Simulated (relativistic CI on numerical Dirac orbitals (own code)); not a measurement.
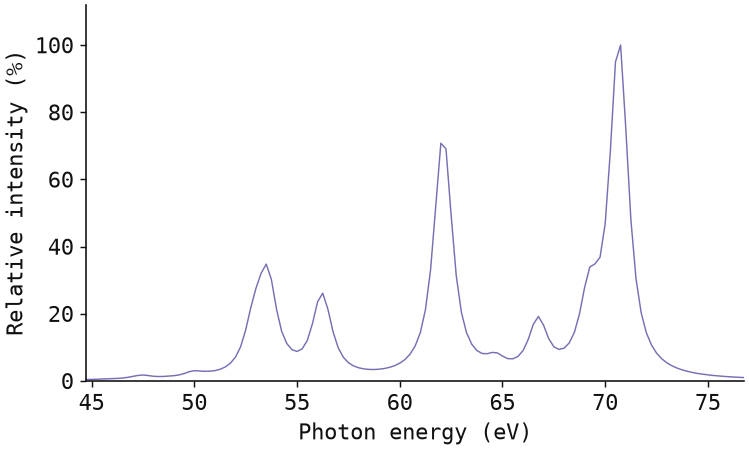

Figure 1. O₂,₃ X-ray absorption of Os⁷⁺, [Xe] 4f¹⁴ 5d, in no crystal field (free ion). Multiplet model: relativistic Dirac–Coulomb–Breit theory, one configuration a step, Slater integrals scaled by 1, 300 K, Voigt broadening (Lorentzian 1 eV, Gaussian 0.3 eV full widths), computed with a radial Dirac CI code. The main maxima lie at 53.5 eV (35), 56.2 eV (26), 62.1 eV (71), 66.7 eV (19) and 70.7 eV (100), heights in % of the largest; the centroid is at 64.0 eV. The ground state has S = 0.50.

# Relativistic CI calculation for Os⁷⁺

Os⁷⁺. Computed at this level: Dirac-Coulomb-Breit CI, KLI orbitals optimised for each configuration, model QED (radiative potential, 1s self-energy scaled to tabulated hydrogen-like ionisation energies), multiplet model of core-to-valence dipole absorption (relativistic CI on numerical Dirac orbitals, in-house).

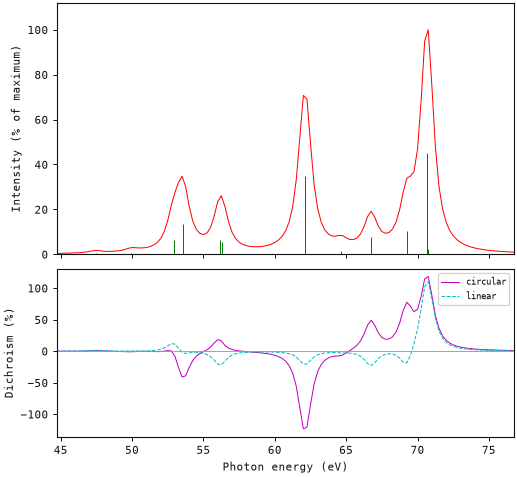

Figure 2. Sticks are the strongest transitions, on a scale of their own. Dichroism is for the ground state at zero temperature, magnetised by an exchange field of 10 meV on Sz (linear: z less the mean of x and y). The ground state has S = 0.50. The circular dichroism (Δm = −1 less Δm = +1) is largest at 62.0 eV, −123 % of the isotropic maximum. The magnetised ground state has ⟨Lz⟩ = 1.80 and ⟨Sz⟩ = −0.30.

These pictures come from the run below.

### Input file
```
atom Os  Z=76  charge=7  electrons=69
nucleus A=192  rms_radius_fm=5.4126
hamiltonian dirac-coulomb  breit=on  qed=on  c_scale=1
orbitals kli  potential=per-configuration
slater_scale 1
correlation none
mixing on
configurations
  [Xe] 4f14 5d
  [Kr] 4d10 4f14 5s2 5p5 5d2
end
absorption O2,3 T=300 lorentz=1 gauss=0.3
crystal_field free
```

The program writes its results to a structured record and prints no log; tables and figures of this report are taken from that record.

### Key numbers

| quantity | value |
| --- | --- |
| outcome | converged |
| hardware | 1 CPU thread, shared host |

### Notes

To bear in mind: free-ion energies, so absolute edge positions are off by a few eV from solids; core and valence shell share one n, so the strongest features autoionise and are far broader and can lie several eV off in experiment.
